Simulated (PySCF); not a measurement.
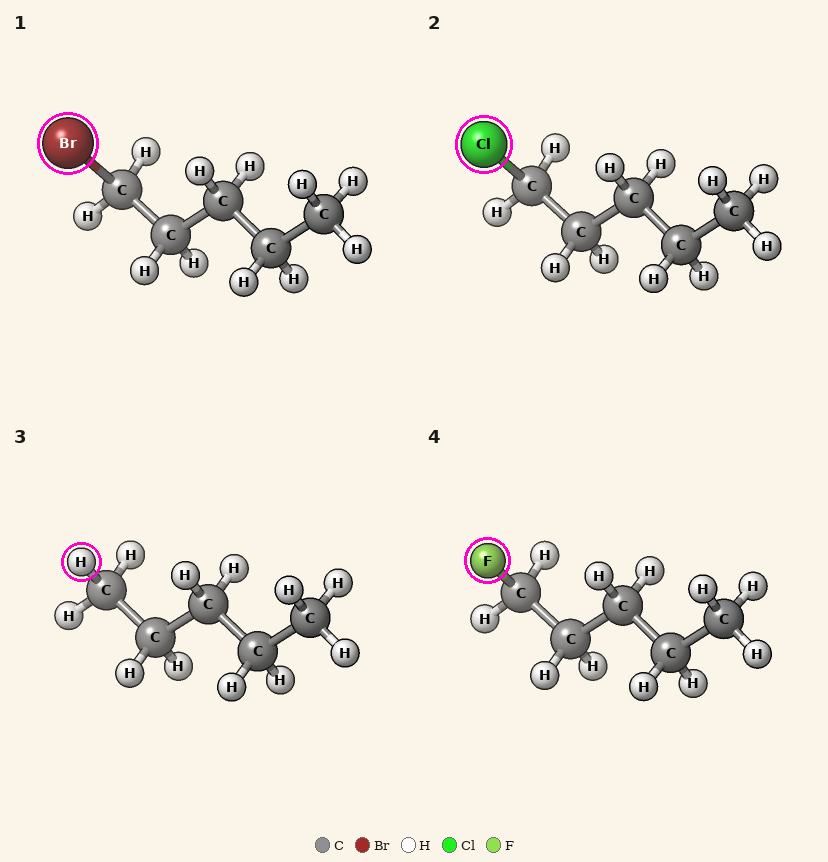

4 molecules with one skeleton, seen from the same side and at one scale; the atom that differs is circled. Each species is neutral and a spin singlet. Computed geometries: PBE0-D3(BJ)/def2-SVP optimisations, one conformation each. Properties computed with PySCF 2.14.0.

One atom differs, called X below: Br in panel 1, Cl in panel 2, H in panel 3, F in panel 4. Their formulas are C5H11Br (`CCCCCBr`), C5H11Cl (`CCCCCCl`), C5H12 (`CCCCC`), C5H11F (`CCCCCF`).

### Rank them by the HOMO–LUMO gap, lowest first (CAM-B3LYP/def2-SVPD).

1 (Br), 2 (Cl), 3 (H), 4 (F).

### Rank them by the length of X–C, lowest first (PBE0-D3(BJ)/def2-SVP).

3 (H), 4 (F), 2 (Cl), 1 (Br).

Give the values. With PBE0-D3(BJ)/def2-SVP: length of X–C (Å), mean angle X–C–H (°). With CAM-B3LYP/def2-SVPD: dipole moment (D), HOMO energy (Kohn–Sham orbital) (eV), HOMO–LUMO gap (eV), mean static polarisability (bohr³), lowest vertical singlet excitation (eV).

```csv
quantity,1 (Br),2 (Cl),3 (H),4 (F)
length of X–C (Å),1.952,1.795,1.102,1.376
mean angle X–C–H (°),105.4,106.4,107.4,108.1
dipole moment (D),2.15,2.13,0.09,1.87
HOMO energy (Kohn–Sham orbital) (eV),−9.14,−9.71,−10.33,−10.46
HOMO–LUMO gap (eV),10.00,11.06,11.82,11.88
mean static polarisability (bohr³),84.7,77.1,64.5,64.5
lowest vertical singlet excitation (eV),6.16,7.35,8.73,8.85
```
